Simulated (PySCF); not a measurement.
C5H5S, doublet, SMILES `[CH2]C#CC(C)=S`.

Method: B3LYP/def2-SVP; geometry: GFN2-xTB; program: PySCF. No frequency check shows the geometry to be a minimum. GFN2-xTB bond lengths at metals and heavier atoms can be off by up to 0.1 Å and shapes distorted, which carries into these values. GFN2-xTB doesn't know the spin state, so this open-shell geometry is rough.

Geometry (Å), atoms numbered from 1:

```
C1      -3.2201    0.2056   -0.0008
C2      -1.9106    0.0280    0.0005
C3      -0.6820   -0.1787    0.0008
C4       0.6565   -0.3178    0.0003
C5       1.3000   -1.6680   -0.0026
S6       1.6411    1.0639    0.0001
H7      -3.6448    1.1954    0.0013
H8      -3.8992   -0.6309   -0.0039
H9       1.9355   -1.7727    0.8766
H10      0.5518   -2.4573    0.0149
H11      1.9353   -1.7710   -0.8811
```

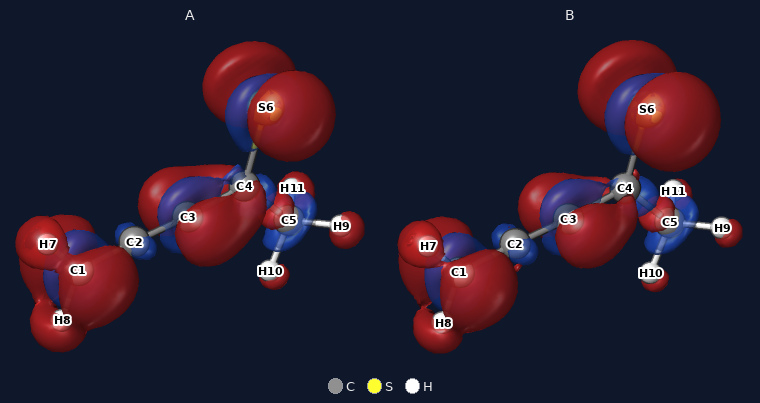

The two Fukui functions at ±0.02 e/Å³ (red positive, blue negative).

**Which panel is f⁻ (electron removed) and which f⁺ (electron added)?**

A is f⁻, B is f⁺. f⁻ (Hirshfeld-condensed) is largest on S6 (0.32) and C1 (0.19); the vertical ionisation energy is 8.46 eV (to the singlet cation, which needn't be its lowest state). f⁺ (Hirshfeld-condensed) is largest on S6 (0.37); the vertical electron affinity is 1.90 eV (to the singlet anion, which needn't be its lowest state; the anion's highest orbital has positive energy, so this value and f⁺ depend on the basis).
